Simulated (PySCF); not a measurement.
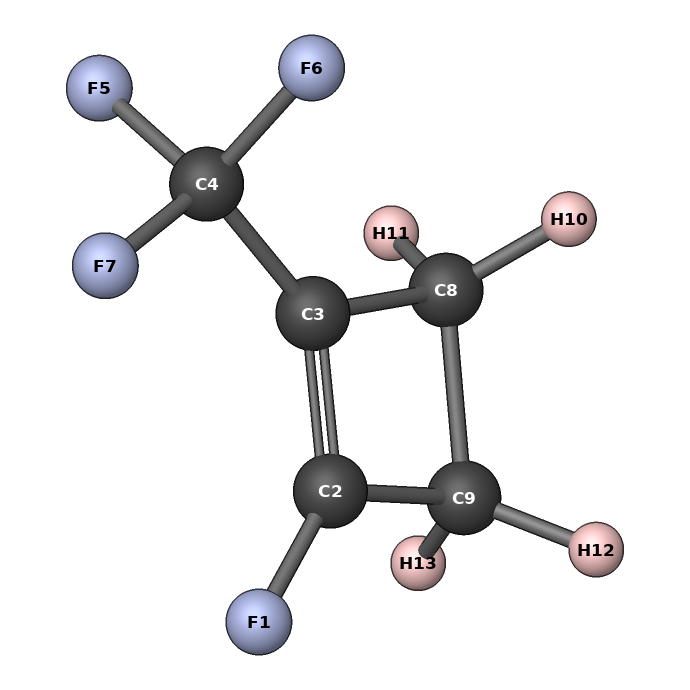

The questions are on isotropic NMR shieldings of the F atoms. Computed geometry: PBE0-D3(BJ)/def2-SVP optimisation. No frequency run is at hand to confirm it as a minimum. Level of theory: GIAO PBE0/pcSseg-1 NMR shielding, non-relativistic, IEF-PCM benzene (PySCF 2.14.0).

Give the isotropic NMR shieldings of the F atoms atom by atom.

```tsv
atom	σ (ppm)
F1	246.9
F5	253.7
F6	254.2
F7	264.6
```
